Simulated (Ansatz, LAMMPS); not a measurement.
# Force difference against the radius of support functions in Li+ FSI- in tetrahydrofuran and dimethoxyethane and dimethyl sulfoxide at 350 K (193 atoms)

Density of this cell: 1.27 g/cm³. The cell holds 193 atoms: 36 C, 35 O, 88 H, 14 S, 5 N, 10 F and 5 Li. Its edges and angles: a = 13.345 Å, b = 13.345 Å, c = 13.345 Å, α = 90.0°, β = 90.0°, γ = 90.0°. 3 tetrahydrofuran, 4 dimethoxyethane, 4 dimethyl sulfoxide, 5 Li+, 5 FSI- placed at random, at 1.27 g/cm³; overlaps pushed apart, then 10 ps at 550 K with Joung-Cheatham ions (J. Phys. Chem. B 112, 9020 (2008)); MMFF94 bonds, angles, torsions, charges and radii (Halgren, J. Comput. Chem. 17, 490 (1996)) in harmonic and 12-6 forms; charges of ions scaled by 0.8. Snapshot after 30 ps at 350 K and fixed volume.

Calculated with Ansatz 0.2.0: Kohn-Sham DFT, PBE+D4, PAW (set soft_2), localised support functions (medium), with the radius typed; the reference is Kohn-Sham DFT, PBE+D4, PAW (set soft_2), plane waves, cutoff 750 eV, Γ point, fermi-dirac smearing of 0.05 eV, with an r.m.s. force component of 1.04 eV/Å.

| radius (Å) | r.m.s. force difference (meV/Å) | time |
| --- | --- | --- |
| 3.44 | 0.681 | 2.3 min |
| 3.72 | 0.598 | 2.3 min |
| 3.97 | 0.539 | 2.7 min |
| 4.25 | 0.504 | 3.2 min |
| 4.79 | ? | ? |
| 5.32 | 0.463 | 7.3 min |

**Question.** Fit a power law of the radius to the rows given and interpolate to the withheld row.

**Working.**

A power law y = A x^b is a line in u = ln x and v = ln y.

```
u = ln x   v = ln y
 1.23547  -0.384193
 1.31372  -0.514165
 1.37877  -0.618040
 1.44692  -0.685179
 1.67147  -0.770028
```

With n = 5: mean u = 1.40927, mean v = -0.594321, Σ(u − ū)² = 0.11043, Σ(u − ū)(v − v̄) = -0.092947. Slope b = -0.092947 / 0.11043 = -0.84165; intercept a = v̄ − b ū = 0.59180.

At the withheld row u = 1.567, v = a + b u = -0.7267, and y = exp(v).

Prediction at 4.79: 0.4835 meV/Å. The run gave 0.471 meV/Å, so the fit is high by 0.013 meV/Å (2.7 % of the value).

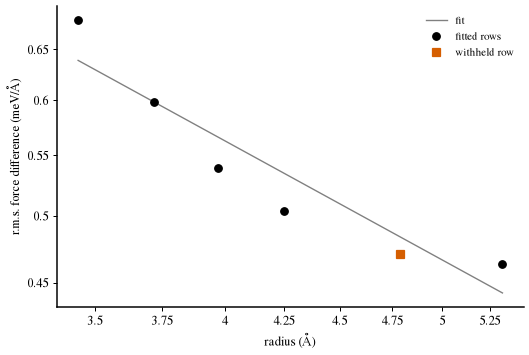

The fit, the rows that it rests on and the withheld row.

The fitted exponent is -0.84. Between neighbouring rows, the withheld one included, the exponents are -1.7, -1.6, -0.99, -0.57 and -0.16, so one power law doesn't hold over the range: the values level off at a floor. Among the rows given, the largest relative miss of the fit is at 3.44, by 0.042 meV/Å (6.2 %).

Limits: The difference holds the reference's own basis error, which sets a floor under it.

[Logs are printed without paths, hosts, clocks, repeated set-up lines and the standing remarks that a program may print on its own settings, such as how far it seeks lower states.]

[Hosts, paths, dates, database ids (printed as entryN), source tags and the programs' standing remarks are cut or masked in the printed files.]

[The MMFF94 radii named for the starting cell were scaled by 0.96; in molecules described by MMFF94, hydrogen bound to N, O or S took a small fixed 12-6 site in their place.]
